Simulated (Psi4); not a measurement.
# USVWN5/6-31G(d) (spherical functions) run of SiH3O4 (SMILES [O][Si](O)(O)O)

Aim: the vertical doublet–quartet gap of SiH3O4 at USVWN5/6-31G* (spherical functions), from 2 runs. 

The calculation is run with Psi4 1.11.

7 further runs of the same task are left out: 5 that didn't finish, 2 set aside as unsound or not needed.

**1. The system as given**

SiH3O4 has 8 atoms, charge 0, and is taken as a doublet. As SMILES, `[O][Si](O)(O)O`. Geometry: relaxed at PBE0-D4/def2-TZVP. This is one conformer, not always the lowest.

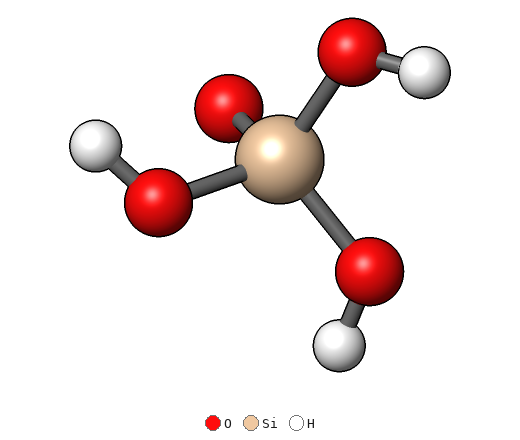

Viewed from a chosen angle; oxygen red, silicon light orange, hydrogen white.

**2. The energy at USVWN5/6-31G(d) (spherical functions)**

job.inp

```
memory 2200 MB

molecule m {
  0 2
  O
  Si 1 R2
  O 2 R3 1 A3
  O 2 R4 3 A4 1 D4
  O 2 R5 4 A5 1 D5
  H 3 R6 2 A6 4 D6
  H 4 R7 2 A7 5 D7
  H 5 R8 2 A8 4 D8

  R2 = 1.656188
  R3 = 1.630607
  A3 = 102.21364
  R4 = 1.621663
  A4 = 116.62692
  D4 = 116.34852
  R5 = 1.624223
  A5 = 106.64247
  D5 = 125.36442
  R6 = 0.959099
  A6 = 117.61851
  D6 = 61.98891
  R7 = 0.958545
  A7 = 116.9402
  D7 = -14.67851
  R8 = 0.958009
  A8 = 118.21315
  D8 = 174.49635
  symmetry c1
}

set {
  basis                6-31G*
  reference            uks
  puream               true
  e_convergence        1e-09
  d_convergence        1e-08
  scf_type             pk
  dft_radial_points    99
  dft_spherical_points 590
  maxiter              100
}

E, wfn = energy('scf', dft_functional={"name": "SVWN5", "x_functionals": {"LDA_X": {}}, "c_functionals": {"LDA_C_VWN": {}}}, return_wfn=True)
oeprop(wfn, 'MULLIKEN_CHARGES', 'LOWDIN_CHARGES', 'QUADRUPOLE', title='SCF')
```

Command:

```
psi4 -i job.inp -o job.out -n 1
```

job.out:

```text
[...]
  Running in c1 symmetry.
[...]
  Nuclear repulsion =  257.364151593250540
[...]
  Multiplicity = 2
[...]
  Nalpha       = 25
  Nbeta        = 24
[...]
    Number of basis functions: 80
[...]
   @UKS iter   1:  -588.46961438207472   -3.45281e-02   1.41191e-02 DIIS/ADIIS
[...]
   @UKS iter  16:  -588.94421413806492   -1.13687e-13   2.57779e-09 DIIS
[...]
   @S^2 Observed:                7.522591513E-01
[...]
    Orbital Energies [Eh]
    ---------------------
    Alpha Occupied:
       1A    -65.170707     2A    -18.646129     3A    -18.640560
       4A    -18.630334     5A    -18.621850     6A     -5.069589
       7A     -3.511859     8A     -3.511481     9A     -3.510443
      10A     -0.957672    11A     -0.929648    12A     -0.915231
      13A     -0.857446    14A     -0.543340    15A     -0.496997
      16A     -0.487667    17A     -0.378794    18A     -0.359212
      19A     -0.335780    20A     -0.328841    21A     -0.324121
      22A     -0.301978    23A     -0.295535    24A     -0.282895
      25A     -0.261728
    Alpha Virtual:
[...]
  @UKS Final Energy:  -588.94421413806492
   => Energetics <=
    Nuclear Repulsion Energy =            257.3641515932505399
    One-Electron Energy =               -1330.1133181128734577
    Two-Electron Energy =                 536.9930078526715533
    DFT Exchange-Correlation Energy =     -53.1880554711134508
    Empirical Dispersion Energy =           0.0000000000000000
    VV10 Nonlocal Energy =                  0.0000000000000000
    Total Energy =                       -588.9442141380649218
[...]
 Multipole Moments:
 ------------------------------------------------------------------------------------
     Multipole            Electronic (a.u.)      Nuclear  (a.u.)        Total (a.u.)
 ------------------------------------------------------------------------------------
 L = 1.  Multiply by 2.5417464519 to convert [e a0] to [Debye]
 Dipole X            :         -0.1255319            0.2439036            0.1183716
 Dipole Y            :          0.0095882           -0.3764000           -0.3668118
 Dipole Z            :         -0.8603121            1.6901732            0.8298611
 Magnitude           :                                                    0.9150039
 L = 2.  Multiply by 1.3450342976 to convert [e a0^2] to [Debye ang]
 Quadrupole XX       :       -141.1279566          118.5735682          -22.5543884
 Quadrupole XY       :          6.2391308           -5.4037919            0.8353389
[...]
  Mulliken Charges: (a.u.)
   Center  Symbol    Alpha    Beta     Spin     Total
       1     O     4.58548  3.74658  0.83889 -0.33206
       2    SI     6.57379  6.61494 -0.04115  0.81127
       3     O     4.36497  4.22776  0.13720 -0.59273
       4     O     4.33500  4.27165  0.06335 -0.60665
       5     O     4.32456  4.31751  0.00704 -0.64207
       6     H     0.26935  0.27283 -0.00348  0.45781
       7     H     0.27255  0.27445 -0.00190  0.45300
       8     H     0.27430  0.27426  0.00004  0.45143
   Total alpha = 25.00000, Total beta = 24.00000, Total charge = -0.00000
[...]
```

Wall time 14 s (1 thread of Intel Xeon 6975P-C (Granite Rapids), shared host); peak memory 0.52 GiB.

**3. The quartet: energy and gradient at USVWN5/6-31G(d) (spherical functions)**

calc.in

```
memory 2200 MB

molecule geom {
  0 4
  O
  Si 1 1.656188
  O 2 1.630607 1 102.21364
  O 2 1.621663 3 116.62692 1 116.34852
  O 2 1.624223 4 106.64247 1 125.36442
  H 3 0.959099 2 117.61851 4 61.98891
  H 4 0.958545 2 116.9402 5 -14.67851
  H 5 0.958009 2 118.21315 4 174.49635
  units angstrom
  symmetry c1
  no_reorient
  no_com
}

set {
  basis 6-31G*
  reference uks
  puream true
  e_convergence 1e-09
  d_convergence 1e-08
  scf_type pk
  dft_radial_points 99
  dft_spherical_points 590
  maxiter 100
}

e, wfn = gradient("scf", dft_functional={"name": "SVWN5", "x_functionals": {"LDA_X": {}}, "c_functionals": {"LDA_C_VWN": {}}}, return_wfn=True)
oeprop(wfn, "QUADRUPOLE", "DIPOLE", "LOWDIN_CHARGES", title="SCF")
print_variables()
```

Command:

```
psi4 calc.in calc.out -n 1
```

calc.out (excerpt; [...] marks lines left out):

```text
[...]
  Running in c1 symmetry.
[...]
  Nuclear repulsion =  257.364151593250540
[...]
  Multiplicity = 4
[...]
  Nalpha       = 26
  Nbeta        = 23
[...]
    Number of basis functions: 80
[...]
   @UKS iter   1:  -588.06595347042719    3.69133e-01   1.51566e-02 ADIIS/DIIS
[...]
   @UKS iter  19:  -588.69057241208623   -1.13687e-13   2.58109e-09 DIIS
[...]
   @S^2 Observed:                3.754692581E+00
[...]
  @UKS Final Energy:  -588.69057241208623
   => Energetics <=
    Nuclear Repulsion Energy =            257.3641515932505399
    One-Electron Energy =               -1328.0337824392006496
    Two-Electron Energy =                 535.0276004190509411
    DFT Exchange-Correlation Energy =     -53.0485419851871995
    Empirical Dispersion Energy =           0.0000000000000000
    VV10 Nonlocal Energy =                  0.0000000000000000
    Total Energy =                       -588.6905724120862260
[...]
  -Total Gradient:
     Atom            X                  Y                   Z
    ------   -----------------  -----------------  -----------------
       1       -0.004763360757    -0.000212356614     0.019806132348
       2        0.001425685162     0.001114528420    -0.011859177397
       3       -0.040334541718    -0.005065618095    -0.018751281456
       4        0.035988986971     0.021320640734     0.031595135578
       5        0.020277333031    -0.044955849506    -0.012599831925
       6        0.044538879872     0.035404463823     0.022675446650
       7       -0.008220830419    -0.034746392643    -0.036744296973
       8       -0.048883620927     0.027153332579     0.005899186623
[...]
 Multipole Moments:
 ------------------------------------------------------------------------------------
     Multipole            Electronic (a.u.)      Nuclear  (a.u.)        Total (a.u.)
[...]
```

Run time: 19 s. Hardware: 1 thread of Intel Xeon 6975P-C (Granite Rapids), shared host; peak memory 0.53 GiB.

**4. Outcome**

Level: USVWN5/6-31G* (spherical functions).

| quantity | value |
| --- | --- |
| doublet: total energy | -588.94421 Eh |
| doublet: dipole moment | 2.33 D |
| doublet: HOMO energy (highest over α and β) | -6.57 eV |
| doublet: LUMO energy (lowest over α and β) | -6.26 eV |
| doublet: ⟨S²⟩ | 0.752 |
| quartet: total energy | -588.69057 Eh |
| quartet: dipole moment | 0.71 D |
| quartet: HOMO energy (highest over α and β) | -0.91 eV |
| quartet: ⟨S²⟩ | 3.755 |
| quartet: largest force on an atom | 3.150 eV/Å |
| vertical energy of the quartet above the doublet | 6.902 eV |

**Reading.** At this shape the quartet lies 6.90 eV (666 kJ/mol) above the doublet. Mulliken charges (doublet) run from -0.64 on O5 to +0.81 on Si2.
